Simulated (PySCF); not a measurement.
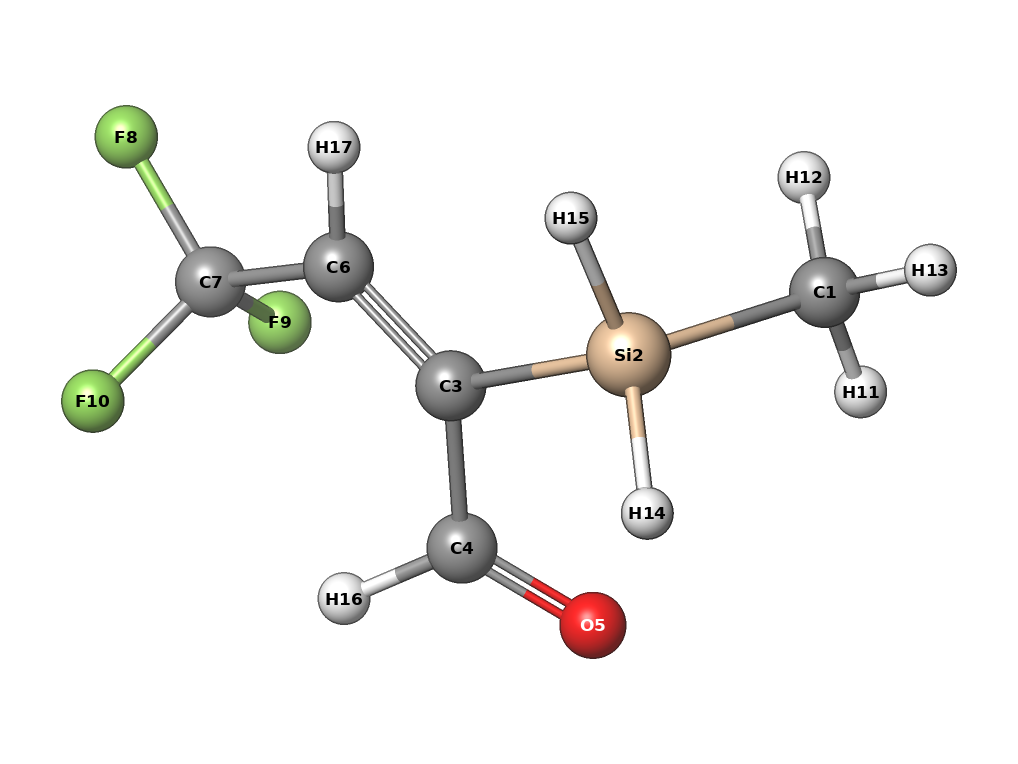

The computed structure is the end point of a GFN2-xTB optimisation. No frequency run is at hand to confirm it as a minimum. Electric field gradients from the ground-state density, PBE0/pcSseg-1 (PySCF 2.14.0), non-relativistic apart from any core potentials.

Give the largest field-gradient component, the quadrupole coupling constant and the asymmetry for 17O at O5 (Q = −25.6 mb), 2H at H11 (Q = 2.86 mb), 2H at H12 (Q = 2.86 mb).

```tsv
atom	V_zz (a.u.)	e²qQ/h (MHz)	η
O5	−2.065	12.42	0.58
H11	0.319	0.215	0.02
H12	0.322	0.216	0.00
```

The geometry is semi-empirical. Around Si such bond lengths and angles can be off by a tenth of an ångström or more and by several degrees, and values that hang on the shape move with them.
